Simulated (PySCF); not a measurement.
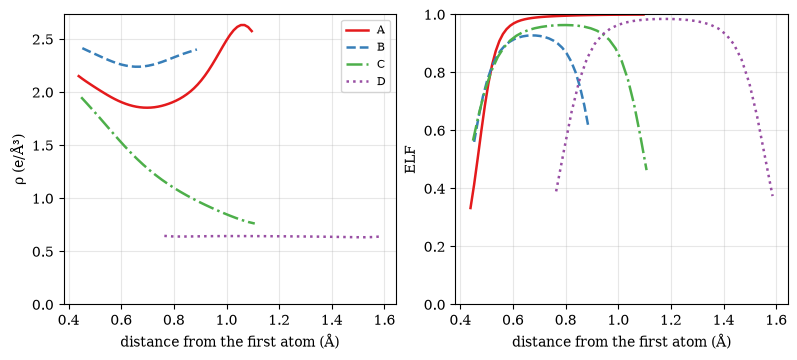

*C$_{10}$H$_{24}$Si$_{3}$ (Si(vinyl)2(SiMe3)2). Total electron density and ELF along straight lines between neighbouring atoms. The curves leave out the atomic cores.*

Geometry: PBE0-D3(BJ)/def2-SVP.

These are results of PBE0/pcSseg-1, SCF density, gas phase, non-relativistic (PySCF), not measurements.

```xyz
37

Si    0.5648   -0.0289    0.3322
C     0.7574    0.0815    2.2065
C     1.6837    0.8117    2.8418
H     0.0318   -0.4621    2.8276
H     2.4404    1.3859    2.2949
H     1.7330    0.8678    3.9355
C     2.2418   -0.1211   -0.5225
C     3.4097   -0.4333    0.0536
H     2.2462    0.0668   -1.6062
H     3.4843   -0.6386    1.1272
H     4.3410   -0.4980   -0.5205
Si   -0.5512    1.9136   -0.3806
C    -1.0202    1.7808   -2.2065
C    -2.1090    2.1516    0.6583
C     0.6020    3.3853   -0.1215
H    -1.4913    2.7147   -2.5549
H    -1.7366    0.9605   -2.3714
H    -0.1375    1.5915   -2.8373
H    -2.8109    1.3126    0.5340
H    -1.8498    2.2201    1.7266
H    -2.6324    3.0792    0.3745
H     0.8806    3.4729    0.9405
H     1.5288    3.2683   -0.7047
H     0.1201    4.3284   -0.4277
Si   -0.5995   -1.9841   -0.2529
C    -2.4223   -1.8600    0.2290
C    -0.4568   -2.2330   -2.1196
C     0.1990   -3.4454    0.6355
H    -2.9515   -2.7997    0.0010
H    -2.9220   -1.0485   -0.3232
H    -2.5411   -1.6574    1.3051
H    -0.8908   -1.3873   -2.6751
H     0.5990   -2.3272   -2.4187
H    -0.9816   -3.1504   -2.4334
H     1.2700   -3.5070    0.3866
H     0.1139   -3.3377    1.7284
H    -0.2775   -4.3972    0.3485
```

Which curve belongs to which contact (C–C, C–H, C–Si and Si–Si)? The first atom named is at distance zero.

Curve A: C–H (1.10 Å): the density is about 2 e/Å³ at the midpoint; the ELF climbs to about 1 towards the hydrogen, as it does in any bond to H; a covalent bond by its length. Curve B: C–C (1.34 Å): ρ is about 2.2 e/Å³ halfway; the ELF peaks at about 0.95 between the atoms (a short, multiple covalent bond). Curve C: C–Si (1.88 Å): ρ is about 0.91 e/Å³ halfway; the ELF peaks at about 0.95 between the atoms; localised, covalent bonding. Curve D: Si–Si (2.35 Å): the density is about 0.64 e/Å³ at the midpoint; the ELF peaks at about 1 between the atoms; a covalent bond.
